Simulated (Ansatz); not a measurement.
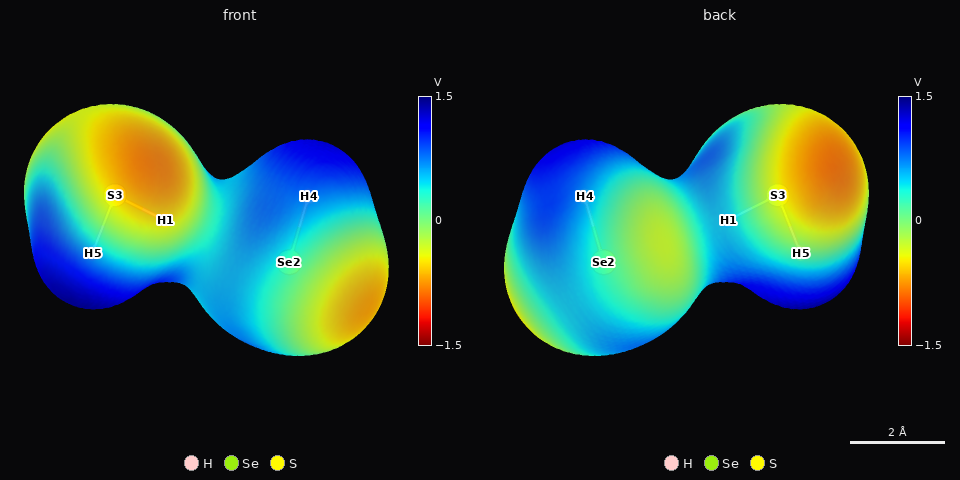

The picture shows: H₂S···HSe (doublet). The molecular electrostatic potential painted on the density surface at 0.002 e/bohr³, seen from the front and from behind; the colour scale runs from red (negative) to blue (positive).

Theory: UKS PBE/def2-mTZVP (Ansatz).

Input file:

```
crystal:
  periodic: [false, false, false]
  atoms:
    - { symbol: H, position_ang: [0.0073, 0.0216, -0.2557] }
    - { symbol: Se, position_ang: [0.6341, -1.8327, 0.1083] }
    - { symbol: S, position_ang: [-0.5009, 1.7257, -0.4375] }
    - { symbol: H, position_ang: [1.6334, -1.2673, 0.9832] }
    - { symbol: H, position_ang: [-1.7739, 1.3526, -0.3983] }
magnetization:
  spin_polarized: true
  initial_magnetization: 1
basis:
  gaussian: { orbitals: def2-mTZVP }
hamiltonian:
  xc: pbe
relax:
  f_tol: 0.15
  max_steps: 25
  restrain:
    - { distance: [0, 2], at: 1.36, k: 30.0 }
    - { distance: [1, 0], at: 2.81, k: 30.0 }
output:
  orbitals: {}
```

Run with:

```sh
ansatz run input.yaml --threads 2 --pin off --max-ram 3072MiB --backend cpu --events-out ev --progress --plain --runs-dir out
```

The fields are those of the relaxed geometry.

> Where is the surface potential most negative and most positive?

The most negative region (about −0.9 V) lies over S3, the most positive (about +1.4 V) over H5.
